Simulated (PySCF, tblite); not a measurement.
# C4H6F3O radical: geometry, infrared bands and EPR parameters

What infrared bands and EPR parameters should C4H6F3O radical (`C[C](C)OC(F)(F)F`) show?

Computed with tblite 0.8.0 and PySCF 2.14.0, with density-fitted response routines of our own, on a single molecule in the gas phase. Atoms count from 0, in the outputs and in this text.

## (1) The molecule as given

14 atoms, charge 0, multiplicity 2; geometry from: force field or distance geometry start.

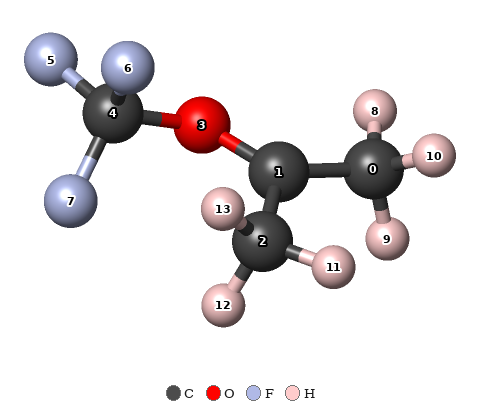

The starting geometry (carbon dark grey, oxygen red, fluorine light blue, hydrogen pink), atoms numbered.

## (2) Geometry optimisation with GFN2-xTB

Job settings and geometry (Å):

```
{"job": {"kind": "relax", "xc": "GFN2-xTB", "basis": "xTB"}, "charge": 0, "multiplicity": 2}
C     -1.668700    -0.989600    -0.166400
C     -0.421200    -0.207500    -0.001900
C     -0.413300     1.262800    -0.189900
O      0.748900    -0.943800     0.000800
C      1.962500    -0.284100     0.345000
F      2.956500    -1.191700     0.390300
F      1.871900     0.323900     1.538000
F      2.283200     0.638900    -0.598300
H     -1.517600    -2.050000     0.059600
H     -2.041900    -0.904500    -1.190800
H     -2.455600    -0.612400     0.507100
H     -1.441900     1.661900    -0.099100
H     -0.058800     1.518900    -1.182000
H      0.195300     1.776600     0.550400
```

Command:

```console
$ OMP_NUM_THREADS=1 python probes_run.py task.json out
```

The driver reads the jobs from task.json and runs them one after another.

Log:

```text
step      E/eV     max force
  0    -811.88502    3.272
  1    -812.10063    1.038
  2    -812.12647    0.713
  3    -812.13374    0.315
  4    -812.14157    0.205
  5    -812.14476    0.203
  6    -812.14845    0.168
  7    -812.15091    0.108
  8    -812.15310    0.113
  9    -812.15461    0.099
 10    -812.15612    0.110
 11    -812.15797    0.125
 12    -812.16005    0.133
 13    -812.16172    0.134
 14    -812.16280    0.098
 15    -812.16359    0.082
 16    -812.16424    0.085
 17    -812.16464    0.054
 18    -812.16484    0.037
 19    -812.16499    0.042
 20    -812.16516    0.041
 21    -812.16534    0.042
 22    -812.16547    0.026
 23    -812.16556    0.019
 24    -812.16562    0.021
 25    -812.16566    0.018
 26    -812.16569    0.013
 27    -812.16570    0.010
```

Wall time 0.14 s (1 thread of Arm Neoverse V1, shared host).

Along the way:

```
step  energy from step 0 (eV)  largest force (eV/Å)
   0                   0.0000                3.2719
   1                  -0.2156                1.0377
   2                  -0.2414                0.7132
   3                  -0.2487                0.3149
   4                  -0.2565                0.2050
   5                  -0.2597                0.2029
   6                  -0.2634                0.1675
   7                  -0.2659                0.1079
   8                  -0.2681                0.1131
   9                  -0.2696                0.0992
  10                  -0.2711                0.1097
  11                  -0.2729                0.1247
  12                  -0.2750                0.1329
  13                  -0.2767                0.1344
  14                  -0.2778                0.0977
  15                  -0.2786                0.0825
  16                  -0.2792                0.0855
  17                  -0.2796                0.0535
  18                  -0.2798                0.0375
  19                  -0.2800                0.0418
  20                  -0.2801                0.0412
  21                  -0.2803                0.0416
  22                  -0.2804                0.0264
  23                  -0.2805                0.0191
  24                  -0.2806                0.0212
  25                  -0.2806                0.0176
  26                  -0.2807                0.0130
  27                  -0.2807                0.0096
```

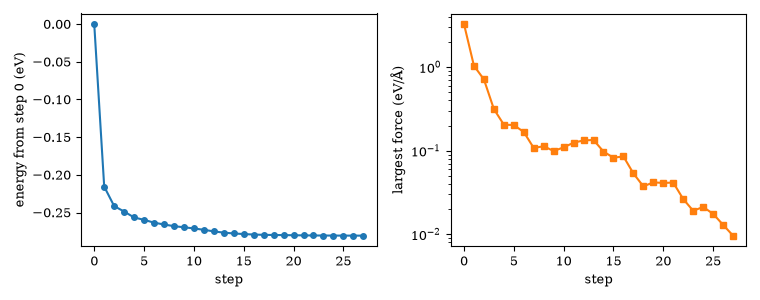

Energy and force, step by step.

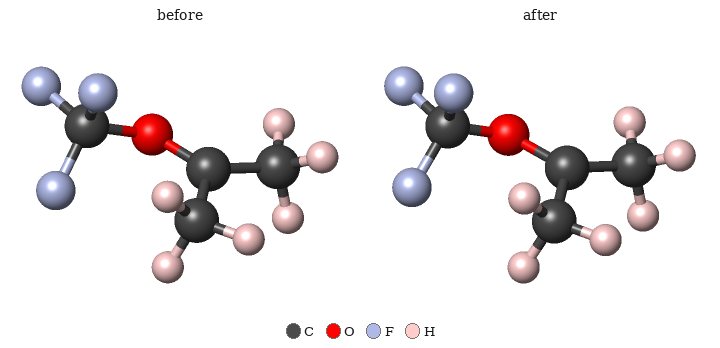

Before and after, at one scale.

Close pairs (by a distance rule), those that changed most:

```
  bond  before (Å)  after (Å)  change (Å)
 O3–C4       1.424      1.310      -0.113
 C1–O3       1.382      1.421      +0.038
C2–H11       1.107      1.086      -0.021
 C4–F5       1.347      1.330      -0.016
C2–H12       1.084      1.097      +0.013
C0–H10       1.102      1.090      -0.012
 C0–H8       1.095      1.086      -0.009
 C4–F7       1.358      1.350      -0.009
```

The final coordinates are the input of the step that follows.

## (3) Vibrational analysis with GFN2-xTB

Job settings and geometry (Å):

```
{"job": {"kind": "ir", "xc": "GFN2-xTB", "basis": "xTB"}, "charge": 0, "multiplicity": 2}
C     -1.645302    -1.001651    -0.155464
C     -0.451534    -0.153886     0.056293
C     -0.432499     1.305711    -0.185210
O      0.754949    -0.902317     0.008878
C      1.890719    -0.325914     0.315704
F      2.850721    -1.245295     0.371749
F      1.891359     0.307905     1.505798
F      2.307501     0.601033    -0.572323
H     -1.402144    -2.036179     0.068084
H     -2.003702    -0.947145    -1.189395
H     -2.459938    -0.674441     0.490405
H     -1.447530     1.684601    -0.109611
H     -0.043388     1.552423    -1.181117
H      0.190110     1.834682     0.539109
```

Log:

```text
mode    cm-1     km/mol
  1      41.5      0.23
  2      78.9      1.06
  3      97.9      0.98
  4     151.4      1.23
  5     167.0      1.00
  6     233.3      2.71
  7     310.1      5.01
  8     329.5      3.03
  9     392.3      0.38
 10     419.2      7.64
 11     519.6     17.82
 12     550.6     18.80
 13     623.3     16.54
 14     810.5     17.29
 15     884.7     37.87
 16     967.9     20.92
 17     982.3     50.27
 18     992.1    362.49
 19    1002.9     11.30
 20    1045.1     25.16
 21    1091.7    324.08
 22    1225.8    138.50
 23    1242.0    733.96
 24    1317.0     93.90
 25    1385.5     19.99
 26    1399.5     12.93
 27    1445.9     11.53
 28    1452.1      4.02
 29    1459.0      3.81
 30    1472.0      9.40
 31    2891.0     11.67
 32    2904.5     19.89
 33    2982.7      9.80
 34    2996.8     11.52
 35    3058.3      9.17
 36    3063.0     11.14
```

Wall time 0.35 s (1 thread of Arm Neoverse V1, shared host).

Which atoms move in the most intense modes:

```
cm⁻¹  km/mol                                 atoms
 885    37.9             O3 18 %, C2 17 %, C0 15 %
 982    50.3   H10 24 %, H8 19 %, C0 14 %, C4 12 %
 992   362.5                               C4 65 %
1045    25.2  H9 21 %, H12 18 %, C1 13 %, H13 11 %
1092   324.1                      C4 71 %, F5 19 %
1226   138.5                      C4 35 %, C1 29 %
1242   734.0             O3 34 %, C4 28 %, C1 26 %
1317    93.9                      C1 65 %, C2 11 %
```

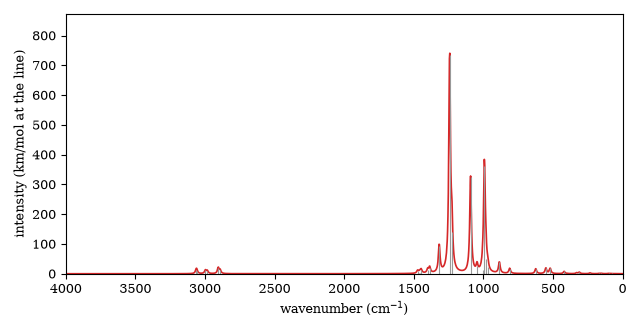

The infrared spectrum from these modes, unscaled. Lines are broadened to a width of 14 cm⁻¹ (Lorentzian).

## (4) g tensor and hyperfine couplings: B3LYP/pcH-1

Same as in step 3 but for these lines:

```diff
@@ -1,2 +1,2 @@
-{"job": {"kind": "ir", "xc": "GFN2-xTB", "basis": "xTB"}, "charge": 0, "multiplicity": 2}
+{"job": {"kind": "epr", "basis": "pcH-1"}, "charge": 0, "multiplicity": 2}
 C     -1.645302    -1.001651    -0.155464
```

Method: UKS B3LYP, pcH-1 on C F H O, non-relativistic, mean-field spin-orbit, GIAO.

Log:

```text
UKS, coarse grid
  cycle   1  E = -530.57377657  |g| = 7.88e-01
  cycle   2  E = -530.35821081  |g| = 1.19e+00
  cycle   3  E = -530.77713382  |g| = 5.46e-02
  cycle   4  E = -530.77793755  |g| = 3.64e-02
  cycle   5  E = -530.77849422  |g| = 4.84e-03
  cycle   6  E = -530.77850313  |g| = 3.06e-03
  cycle   7  E = -530.77850601  |g| = 1.07e-03
  cycle   8  E = -530.77850626  |g| = 3.80e-04
UKS, final grid
  cycle   1  E = -530.77839073  |g| = 5.32e-04
  cycle   2  E = -530.77839058  |g| = 8.70e-04
  cycle   3  E = -530.77839082  |g| = 6.06e-05
  cycle   4  E = -530.77839082  |g| = 1.39e-05
E = -530.77839082 Eh   <S^2> = 0.7537 (exact 0.7500)
g shifts (ppm)      1          2          3
  rmc          -175       -175       -175
  gc              1         37         37
  oz_so         -14       1015       1229
  total        -188        876       1091
hyperfine (MHz)  atom isotope    a_iso     a_fc   dipolar eigenvalues
    0   13C     -27.63     -27.63     -2.05     -0.69      2.74
    1   13C     154.51     154.51    -85.94    -83.67    169.61
    2   13C     -22.64     -22.64     -2.31     -1.15      3.45
    3   17O      -8.43      -8.43    -33.16     15.40     17.75
    4   13C       0.37       0.37     -2.47     -0.76      3.24
    5   19F      -1.81      -1.81     -6.79     -2.23      9.03
    6   19F       9.50       9.50    -11.01     -4.46     15.47
    7   19F      29.81      29.81     -9.87     -6.43     16.30
    8    1H       8.54       8.54     -5.10     -4.23      9.33
    9    1H     129.11     129.11     -4.77     -3.07      7.85
   10    1H      65.87      65.87     -5.23     -4.95     10.18
   11    1H       3.17       3.17     -5.52     -4.16      9.68
   12    1H     123.34     123.34     -4.57     -3.11      7.69
   13    1H      74.80      74.80     -5.20     -4.82     10.02
```

Wall time 65 s (1 thread of Arm Neoverse V1, shared host); peak memory 0.96 GiB.

Principal g values 2.00213, 2.00320, 2.00341; g(iso) = 2.00291, against 2.00232 for a free electron.

Mean a(iso) over the nuclei that a row names, and the largest dipolar term of the row (other rows stand at the frozen geometry):

```
                    nuclei  isotope  a(iso) (MHz)  a(iso) (G, at g = 2.0023)  largest dipolar term (MHz)
                        C1      13C         154.5                       55.1                       169.6
H8, H9, H10, H11, H12, H13       1H          67.5                       24.1                        10.2
                    C0, C2      13C         -25.1                       -9.0                         3.5
                F5, F6, F7      19F          12.5                        4.5                        16.3
                        O3      17O          -8.4                       -3.0                       -33.2
                        C4      13C           0.4                        0.1                         3.2
```

Mulliken spin populations:

C0 -0.08; C1 0.92; C2 -0.07; O3 0.03; C4 0.01; F5 0.00; F6 0.00; F7 0.00; H8 0.00; H9 0.06; H10 0.02; H11 0.00; H12 0.06; H13 0.03

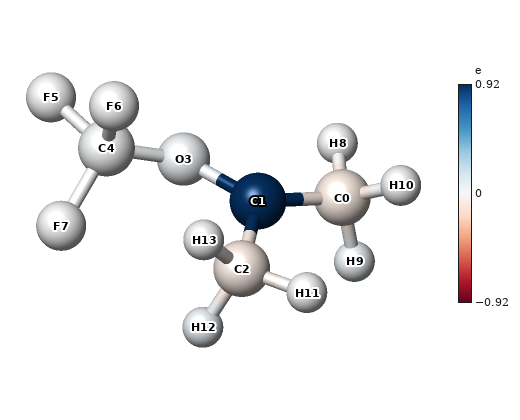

Mulliken spin populations, as colours on the atoms.

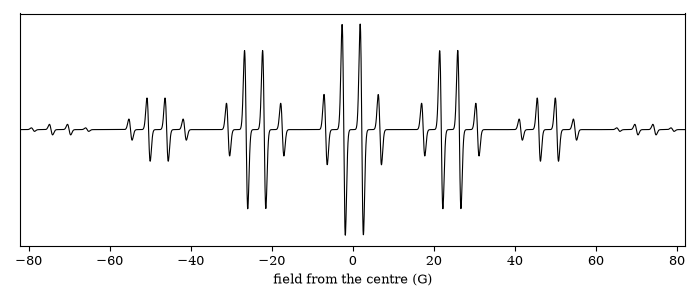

First-order isotropic spectrum (first derivative, main isotopes with spin only, couplings over 0.8 MHz, Gaussian width 0.4 G; couplings of the frozen geometry, rotation of groups not averaged beyond the rows shown).

Orbitals, density, ELF and potential are computed afterwards from the orbital file.

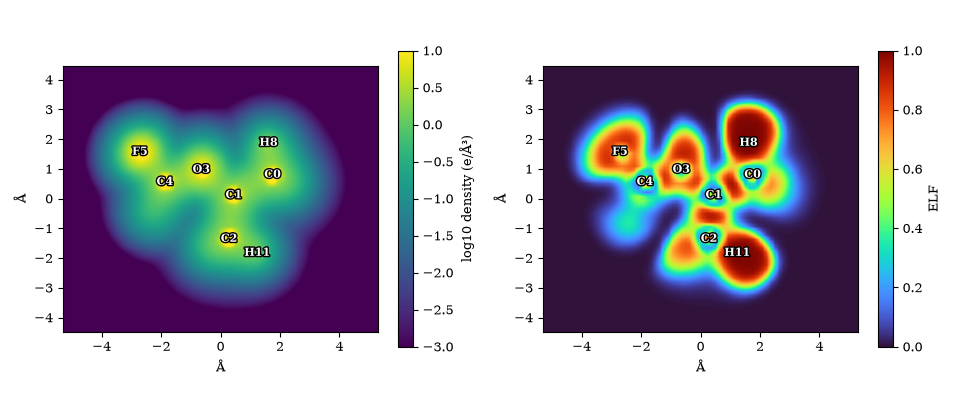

Density (left) and ELF (right) in a plane through or near 8 of the atoms.

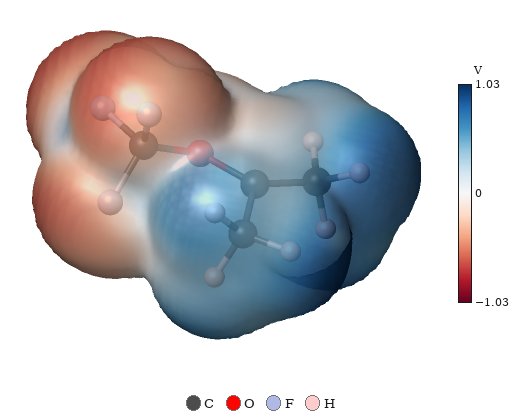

Electrostatic potential on the surface of density 0.002 e/bohr³; red is low, blue high. It runs from -0.64 V near O3 to 1.03 V near H11.

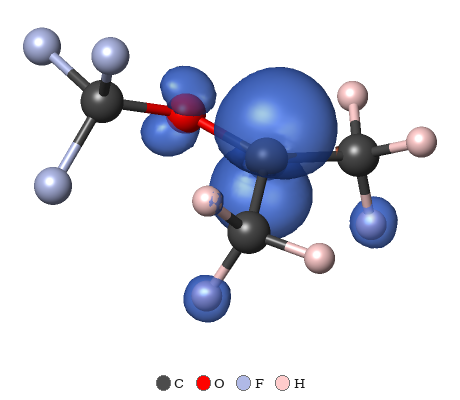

Spin density at ±0.05 e/Å³ (alpha excess blue, beta excess red).

## (5) Results

| quantity | value |
| --- | --- |
| strongest single infrared mode (GFN2-xTB) | 1242 cm⁻¹, 734 km/mol |
| zero-point energy (GFN2-xTB) | 60.0 kcal/mol |
| g(iso) (B3LYP) | 2.00291 |
| ⟨S²⟩ | 0.754 (exact 0.75) |
| largest a(iso) (averaged by class) | 13C on C1, 154.5 MHz |
| potential on the surface of density 0.002 e/bohr³, 1st and 99th percentile | -0.64 V and 1.03 V |

What this shows: Relaxing lowered the energy by 0.281 eV in 27 steps; the close pair that moved most is O3–C4, from 1.424 to 1.310 Å. No mode is imaginary among the 36: a minimum at this level. The strongest single mode, at 1242 cm⁻¹, has its largest shares on O3, C4 and C1 (the list is cut at 3 atoms). Unscaled tight-binding wavenumbers are off by several per cent, some by more. Its intensities can rank the bands wrongly. C1 carries the largest spin population, 0.92 e. The isotropic g lies 0.6 ppt above the free-electron value. These values are for one conformer; the search (at its own cheap level) found 1 more, at 0.18 kcal/mol, and measured spectra average over such forms.
